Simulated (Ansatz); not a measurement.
# Si(CN)H3 (CH₃NSi): a spread of methods and bases

How do the results and run time of Si(CN)H3 (CH₃NSi) respond when the settings are drawn wide?

The runs use Ansatz 0.2.0, Gaussian basis; the settings change from run to run.

**1. The relaxed structure**

The geometry comes from an earlier relaxation with PBE0-D4 in a triple-zeta def2 set; it is a stationary point.

6 atoms, charge 0, spin multiplicity 1.

Atoms are counted from 1 here; the program's logs count them from 0.

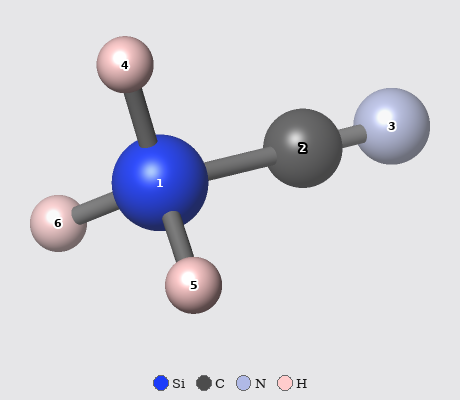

The geometry (silicon blue, carbon dark grey, nitrogen light blue, hydrogen pink); atoms are numbered from 1 in the order of the file.

As a file:

```xyz
6
CH3NSi
Si   -0.00530    0.00508   -0.58571
C     0.00827   -0.01020    1.26253
N     0.02198   -0.02097    2.41401
H     1.40218    0.01605   -1.03964
H    -0.71985    1.22646   -1.01564
H    -0.70728   -1.21642   -1.03553
```

**2. B3LYP/6-31G**

Options: high accuracy.

in.yaml reads:

```yaml
crystal:
  periodic: [false, false, false]
  atoms:
    - {symbol: Si, position_ang: [-0.005296, 0.005079, -0.585715]}
    - {symbol: C, position_ang: [0.008266, -0.010198, 1.262526]}
    - {symbol: N, position_ang: [0.021975, -0.020970, 2.414012]}
    - {symbol: H, position_ang: [1.402183, 0.016048, -1.039645]}
    - {symbol: H, position_ang: [-0.719846, 1.226460, -1.015640]}
    - {symbol: H, position_ang: [-0.707283, -1.216419, -1.035528]}
basis:
  gaussian: {orbitals: 6-31G}
hamiltonian: {xc: {name: B3LYP}}
accuracy: high
scf: {omitted_lower_state_checks: [starts]}
```

Run with:

```
$ ansatz run in.yaml --threads 4 --pin off --events-out ev --progress --plain --max-ram 3916MiB
```

The log of the run:

```text
Functional definition: B3LYP
  name "B3LYP"
  cite "Stephens, Devlin, Chabalowski & Frisch, J. Phys. Chem. 98, 11623 (1994) doi:10.1021/j100096a001"
  cite "Becke, Phys. Rev. A 38, 3098 (1988) doi:10.1103/PhysRevA.38.3098"
  cite "Lee, Yang & Parr, Phys. Rev. B 37, 785 (1988) doi:10.1103/PhysRevB.37.785"
  cite "Vosko, Wilk & Nusair, Can. J. Phys. 58, 1200 (1980) doi:10.1139/p80-159"
  parameter a0 = 0.2
  parameter ax = 0.72
  parameter ac = 0.81
  exchange = (1 - a0 - ax)*slater_x + ax*b88_x + a0*exact_x
  correlation = (1 - ac)*vwn_rpa_c + ac*lyp_c
these checks for a lower state are left out or cut short: starts
902 factors; integrals over basis functions are off by at most 3.5e-9 eV
mean field evaluation 1: about -10448.1428 eV, gradient 3.5e1 eV
mean field evaluation 2: about -10441.0950 eV, gradient 6.4e1 eV
mean field evaluation 4: about -10451.0355 eV, gradient 1.7e0 eV
mean field evaluation 8: about -10451.0454 eV, gradient 5.9e-2 eV
mean field evaluation 16: about -10451.0454 eV, gradient 2.1e-7 eV
mean field -10451.04542940 eV, -384.0688355574 hartree, gradient 1.3e-8 eV, S^2 0.000000; 0 other end points of the search recorded, 0 dependent functions left out
reference -10451.04546278 eV, -384.0688367840 hartree; 15, 15 occupied and 22, 22 virtual orbitals, 902 factors
Total energy: -10451.04546278 eV, -384.0688367840 hartree
Checks for a lower state left out: starts
```

It took 0.91 s on 4 threads of Intel Xeon at 2.70GHz, shared host.

**3. B97/6-31G**

Options: unrestricted orbitals.

in.yaml, as its differences from that of step 2:

```diff
@@ -11,4 +11,5 @@
   gaussian: {orbitals: 6-31G}
-hamiltonian: {xc: {name: B3LYP}}
-accuracy: high
+magnetization: {spin_polarized: true, initial_magnetization: 0}
+hamiltonian: {xc: {name: B97}}
 scf: {omitted_lower_state_checks: [starts]}
+output: {forces: true}
```

Launched as before.

The log of the run, cut to the lines that bear on the results:

```text
Functional definition: B97
  name "B97"
  cite "Becke, J. Chem. Phys. 107, 8554 (1997) doi:10.1063/1.475007"
[...]
      + integral(e_c_pw_opposite_spin*poly(b97_u_opposite, cos0, cos1, cos2))
[...]
495 factors; integrals over basis functions are off by at most 1.9e-4 eV
[...]
mean field -10448.56243847 eV, -383.9775873239 hartree, gradient 1.3e-5 eV, S^2 0.000000; 0 other end points of the search recorded, 0 dependent functions left out
[...]
reference -10448.56245535 eV, -383.9775879443 hartree; 15, 15 occupied and 22, 22 virtual orbitals, 495 factors
Total energy: -10448.56245535 eV, -383.9775879443 hartree
Atom 0 at    -0.005296     0.005079    -0.585715 Å, force    -0.004854     0.001919    -0.109014 eV/Å
Atom 1 at     0.008266    -0.010198     1.262526 Å, force    -0.023514     0.022685    -2.619047 eV/Å
Atom 2 at     0.021975    -0.020970     2.414012 Å, force     0.030919    -0.027792     3.133352 eV/Å
Atom 3 at     1.402183     0.016048    -1.039645 Å, force     0.275091     0.002518    -0.137276 eV/Å
Atom 4 at    -0.719846     1.226460    -1.015640 Å, force    -0.140037     0.239293    -0.131972 eV/Å
Atom 5 at    -0.707283    -1.216419    -1.035528 Å, force    -0.137605    -0.238623    -0.136044 eV/Å
Dipole moment:    -0.006651     0.006297    -0.723120 e Å
Checks for a lower state left out: starts
```

It took 1.3 s on 4 threads of Intel Xeon at 2.70GHz, shared host.

Largest force 3.134 eV/Å, dipole 3.47 D, ⟨S²⟩ 0.000.

**4. wB97/6-31G***

This run has the search for lower states set to full.

in.yaml, as its differences from that of step 3:

```diff
@@ -10,6 +10,4 @@
 basis:
-  gaussian: {orbitals: 6-31G}
-magnetization: {spin_polarized: true, initial_magnetization: 0}
-hamiltonian: {xc: {name: B97}}
-scf: {omitted_lower_state_checks: [starts]}
-output: {forces: true}
+  gaussian: {orbitals: "6-31G*"}
+hamiltonian: {xc: {name: wB97}}
+scf: {lower_state_search: full}
```

Launched as before.

The log of the run, cut to the lines that bear on the results:

```text
Functional definition: wB97
  name "wB97"
  cite "Chai & Head-Gordon, J. Chem. Phys. 128, 084106 (2008) doi:10.1063/1.2834918"
  cite "Becke, J. Chem. Phys. 107, 8554 (1997) doi:10.1063/1.475007"
[...]
  # The coefficients of nought are those of the uniform gas.
[...]
      + integral(e_c_pw_opposite_spin*poly(b97_u_opposite, 1, cos1, cos2, cos3, cos4))
677 factors; their error is unknown
215 factors; integrals over basis functions are off by at most 1.1e-5 eV
[...]
mean field -10451.44552113 eV, -384.0835386572 hartree, gradient 4.6e-5 eV, S^2 0.000000; 0 other end points of the search recorded, 0 dependent functions left out
reference -10451.44551397 eV, -384.0835383940 hartree; 15, 15 occupied and 40, 40 virtual orbitals, 677 factors
Total energy: -10451.44551397 eV, -384.0835383940 hartree
```

Wall time 0.96 s (4 threads of Intel Xeon at 2.70GHz, shared host).

**5. PBE/def2-mTZVPP**

Options: atoms shaken by 0.08 Å, density fitting with def2-universal-jkfit, D3(BJ) dispersion.

in.yaml reads:

```yaml
crystal:
  periodic: [false, false, false]
  atoms:
    - {symbol: Si, position_ang: [-0.094093, 0.080499, -0.550501]}
    - {symbol: C, position_ang: [-0.099291, 0.045724, 1.258676]}
    - {symbol: N, position_ang: [-0.085069, -0.174813, 2.410593]}
    - {symbol: H, position_ang: [1.486414, -0.094025, -1.021713]}
    - {symbol: H, position_ang: [-0.824502, 1.097594, -0.995469]}
    - {symbol: H, position_ang: [-0.648199, -1.222357, -0.950269]}
basis:
  gaussian: {orbitals: def2-mTZVPP, fitting: {mean_field: def2-universal-jkfit}}
hamiltonian: {xc: {name: PBE}, dispersion: d3bj}
scf: {omitted_lower_state_checks: [starts]}
output: {forces: true}
```

Same command.

The log of the run, cut to the lines that bear on the results:

```text
Functional definition: PBE
  name "PBE"
  cite "Perdew, Burke & Ernzerhof, Phys. Rev. Lett. 77, 3865 (1996) doi:10.1103/PhysRevLett.77.3865"
  parent pbe
[...]
334 factors; integrals over basis functions are off by at most 4.0e-1 eV
[...]
mean field -10445.84723116 eV, -383.8778052957 hartree, gradient 5.6e-5 eV, S^2 0.000000; 0 other end points of the search recorded, 0 dependent functions left out
[...]
reference -10445.84726637 eV, -383.8778065893 hartree; 15, 15 occupied and 70, 70 virtual orbitals, 334 factors
Total energy: -10445.94716036 eV, -383.8814776259 hartree
Atom 0 at    -0.094093     0.080499    -0.550501 Å, force     4.160414    -3.575054     0.017419 eV/Å
Atom 1 at    -0.099291     0.045724     1.258676 Å, force     0.051362    -0.299699     1.690370 eV/Å
Atom 2 at    -0.085069    -0.174813     2.410593 Å, force    -0.023083     0.297088    -0.681495 eV/Å
Atom 3 at     1.486414    -0.094025    -1.021713 Å, force    -1.885243     0.652111     0.522194 eV/Å
Atom 4 at    -0.824502     1.097594    -0.995469 Å, force    -1.930999     3.173340    -1.432916 eV/Å
Atom 5 at    -0.648199    -1.222357    -0.950269 Å, force    -0.372451    -0.247786    -0.115572 eV/Å
Dipole moment:    -0.047578     0.135080    -0.697571 e Å
Checks for a lower state left out: starts
```

It took 0.6 s on 4 threads of Intel Xeon at 2.70GHz, shared host.

Largest force 5.485 eV/Å, dipole 3.42 D.

**6. All runs side by side**

```csv
level,charge,multiplicity,geometry,functions,energy (eV),time
B3LYP/6-31G,0,1,relaxed,37,-10451.045,0.91 s
B97/6-31G,0,1,relaxed,37,-10448.562,1.3 s
wB97/6-31G*,0,1,relaxed,55,-10451.446,0.96 s
PBE/def2-mTZVPP,0,1,shaken,85,-10445.947,0.6 s
```

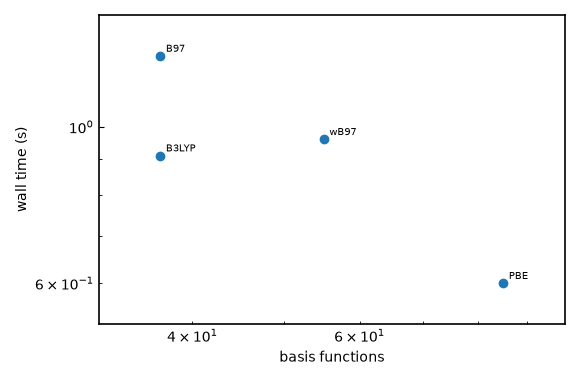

Wall time against the number of basis functions (shared host).

**7. Summary of results**

| quantity | value |
| --- | --- |
| runs | 4 |
| quickest | PBE/def2-mTZVPP, 0.6 s |
| slowest | B97/6-31G, 1.3 s |
| spread of total energies, same state and geometry | 2.9 eV |

In words: Run time spans a factor of 2, from PBE/def2-mTZVPP to B97/6-31G. The jobs differ in tasks and options as well as level. Total energies at one charge and spin differ by 3 eV between levels, so only differences within one level mean anything. At the PBE0-D4/def2-TZVP geometry and in the same state, runs without warnings or point charges leave forces up to 3.13 eV/Å (B97/6-31G), against 5.5 eV/Å where the atoms were moved.
